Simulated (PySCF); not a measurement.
```yaml
atoms:
  - { symbol: Ta, position_ang: [0.0000, 0.0000, 0.0000] }
  - { symbol: O, position_ang: [0.0000, 0.0000, 1.8434] }
  - { symbol: O, position_ang: [0.0000, 0.0000, -1.8434] }
  - { symbol: O, position_ang: [2.3203, 0.0000, 0.0000] }
  - { symbol: H, position_ang: [2.8873, -0.7777, 0.0000] }
  - { symbol: H, position_ang: [2.8873, 0.7776, 0.0000] }
  - { symbol: O, position_ang: [-1.1602, 2.0095, 0.0000] }
  - { symbol: H, position_ang: [-0.7702, 2.8893, 0.0000] }
  - { symbol: H, position_ang: [-2.1171, 2.1117, 0.0000] }
  - { symbol: O, position_ang: [-1.1602, -2.0095, 0.0000] }
  - { symbol: H, position_ang: [-2.1171, -2.1116, 0.0000] }
  - { symbol: H, position_ang: [-0.7702, -2.8893, 0.0000] }
```

Core potentials replace the inner electrons of Ta; not at a stationary point (largest force 1.0 eV/Å).

Computed with UKS PBE0, Ta def2-SVP with ECP60, O def2-SVP, H def2-SVP; non-relativistic Hamiltonian with scalar-relativistic core potentials where named; density fitting (PySCF 2.14.0).

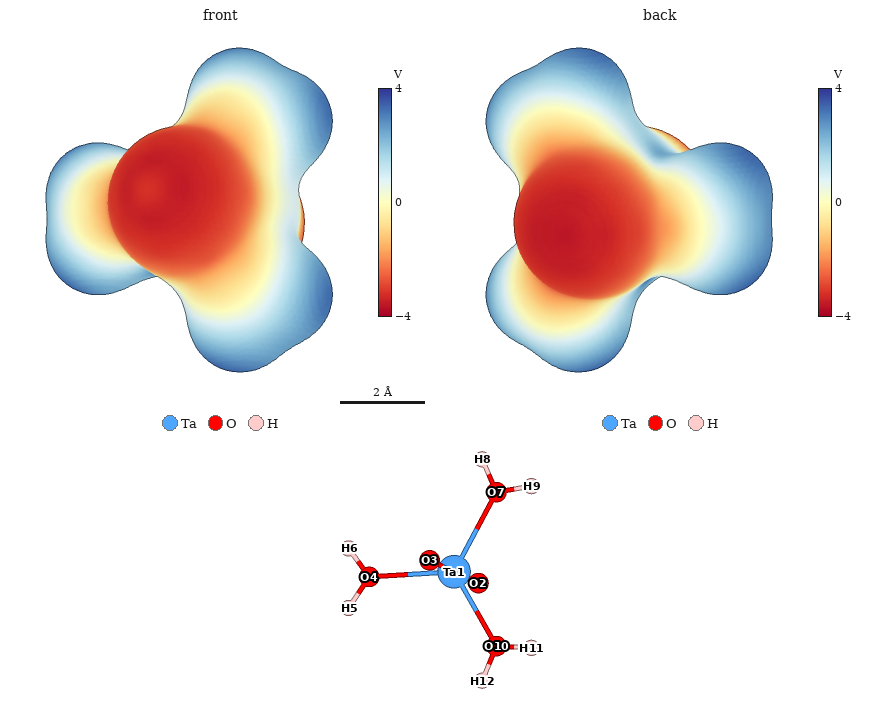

H6O5Ta (Ta(O)2(H2O)3) (doublet). The electrostatic potential painted on the density surface at 0.002 e/bohr³, seen from the front and from behind; red is negative and blue positive. The bare structure is drawn below in the same view.

**Where is the surface potential most negative and most positive?**

The most negative region (about −3.5 V, or −81 kcal/mol for a unit charge) lies over O2 and O3, the most positive (about +3.3 V, or +76 kcal/mol for a unit charge) over the H and Ta atoms.

**What dipole moment does the calculation give?**

Its dipole moment is 0.51 D.
